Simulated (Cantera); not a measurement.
Feed: 1 mol SiH₂Cl₂, 0.4 mol Cl₂, 4.3 mol N₂, equilibrated at 0.0520 bar.

Method: chemical equilibrium by Gibbs-energy minimisation in Cantera with the NASA 1993 tables (ideal gas, pure condensed phases). Candidate condensed phases: NH₄Cl, Si, Si₃N₄; 28 gas species. N₂ is the only nitrogen source here; it is nearly inert below about 1500 K, so the nitride shown seldom forms there in practice. The tables' values for SiCl₃ are old estimates; treat these amounts as uncertain. Equilibrium is a limit: real reactors are often held back by kinetics, nucleation or transport.

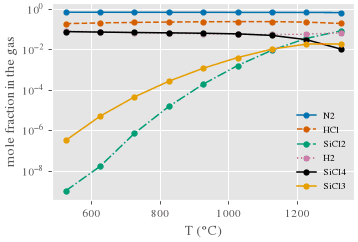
Figure: Equilibrium gas composition (values under 1e-9 drawn at 1e-9)

Read off the mole fractions at 1227 °C.

N₂ about 0.65, HCl about 0.22, H₂ about 0.055, SiCl₂ about 0.034, SiCl₄ about 0.029, SiCl₃ about 0.018.
